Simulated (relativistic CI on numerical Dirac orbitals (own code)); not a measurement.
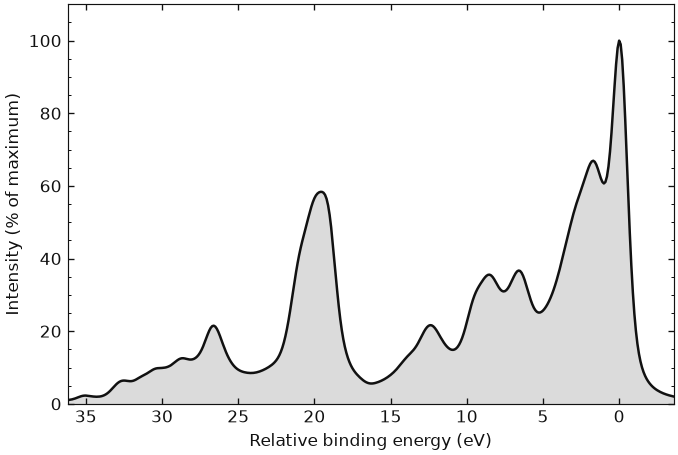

2p photoemission of nominal Ni⁴⁺ (d⁶) with U_dd = 7.5, U_pd = 7.5, 10Dq = 0.5 (ligand 0.1), V(eg) = 2.3, V(t2g) = −1.07 eV, final-state hopping scaled by 0.9. Charge-transfer multiplet model of a cubic metal–ligand cluster, up to 2 ligand holes (L), atomic integrals computed for Dirac–Coulomb–Breit ions and scaled by 0.8, 300 K, Voigt broadening (Lorentzian 0.6 eV, Gaussian 0.8 eV). Energies are counted from the highest peak in the lower part of the range.

Q: Estimate the charge-transfer energy Δ and the make-up of the ground state.

A: Δ = −0.1 eV, below U_dd, on the charge-transfer side of the Zaanen–Sawatzky–Allen scheme. The ground state is 53 % d⁶, 43 % d⁷L and 4 % d⁸L², with 6.50 d electrons and S = 1.99. The main maxima lie at 0.0 eV (100), 1.7 eV (67), 6.6 eV (37), 8.5 eV (36), 12.4 eV (22), 19.6 eV (58) and 26.6 eV (22), heights in % of the largest. The features below about 16 eV belong to the 2p₃/₂ hole, those above mostly to the 2p₁/₂ hole.
